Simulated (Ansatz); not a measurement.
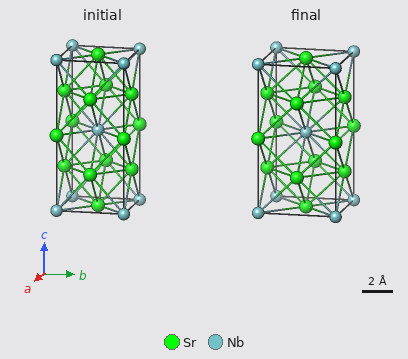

The structure of solid Sr₃Nb (built on the TiAl3 (D0_22)_139 type) (coarse preliminary run) before (left) and after (right) a relaxation, at one scale.

A ball-and-stick model of the conventional cell (2 times the calculation's cell), seen slightly off an axis. Lengths and directions refer to the drawn axes.

Case: TiAl3 (D0_22) type (I4/mmm, No. 139).

Computed with Ansatz, DFT PBE, scalar-relativistic, plane waves, PAW.

Input
```yaml
crystal:
  lattice:
    - [-2.3374019243, 2.3374019243, 5.2212094932]
    - [2.3374019243, -2.3374019243, 5.2212094932]
    - [2.3374019243, 2.3374019243, -5.2212094932]
  atoms:
    - { symbol: Sr, position: [0.5, 0.5, 0.0] }
    - { symbol: Sr, position: [0.25, 0.75, 0.5] }
    - { symbol: Sr, position: [0.75, 0.25, 0.5] }
    - { symbol: Nb, position: [0.0, 0.0, 0.0] }
basis:
  ecutwfc: 420
kpoints:
  mp_grid: { grid: [6, 6, 6] }
hamiltonian:
  xc: pbe
scf:
  occupations: { method: gaussian, width: 0.1 }
  lower_state_search: "off"
output:
  forces: true
  stress: true
  eigenvalues: true
relax:
  adjacent_minimum: "off"
  f_tol: 0.04
  max_steps: 70
  cell: { stress_tol: 0.4 }
```

Run as
```bash
ansatz run input.yaml --threads 1 --pin off --max-ram 2560MiB --backend cpu --events-out ev --progress --plain --runs-dir out
```

Summarise the run.

The energy falls by 234 meV per atom in 4 accepted moves (5 points after the start). All forces vanish by symmetry, so only the cell relaxes. The pressure goes from 9.13 to 0.10 GPa. The SCF was repeated once at an unchanged geometry on a basis and grid sized afresh for the cell, which shifted the energy by 1.5 meV per atom at most. No atom moves by more than 0.005 Å relative to the cell. The drawn cell changes as follows: a = b 4.675 → 5.379 Å (+15.1 %), c 10.442 → 10.296 Å (−1.4 %); the volume changes by +30.5 %. Among the contacts that change: Sr1–Nb4 3.306 → 3.803 Å, Sr2–Sr3 3.306 → 3.803 Å, Sr2–Nb4 3.504 → 3.723 Å, Sr1–Sr2 3.504 → 3.723 Å. The space group stays I4/mmm (No. 139).
